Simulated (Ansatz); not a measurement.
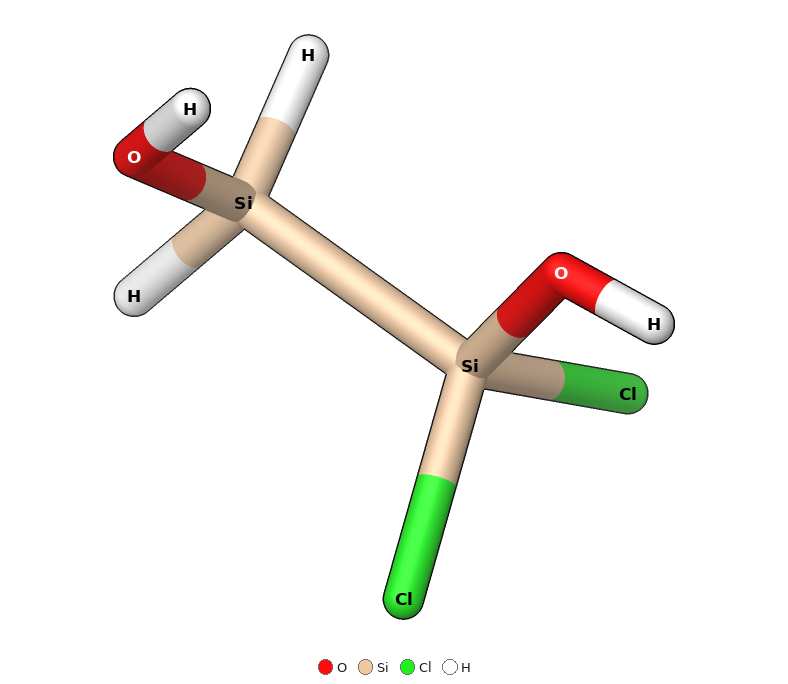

Computed geometry: PBE0-D4/def2-TZVP optimisation. No frequency run is at hand to confirm it as a minimum. Program: Ansatz 0.2.0.

Tabulate HOMO energy (eV), dipole (D) at these levels: B3LYP-D4/def2-TZVPP; PBE-D4/def2-TZVPP; r2SCAN-D4/def2-TZVPP; ωB97M-V/def2-TZVPP.

```csv
level,HOMO energy (eV),dipole (D)
B3LYP-D4/def2-TZVPP,−7.94,1.99
PBE-D4/def2-TZVPP,−6.86,2.00
r2SCAN-D4/def2-TZVPP,−7.16,2.05
ωB97M-V/def2-TZVPP,−10.19,2.01
```
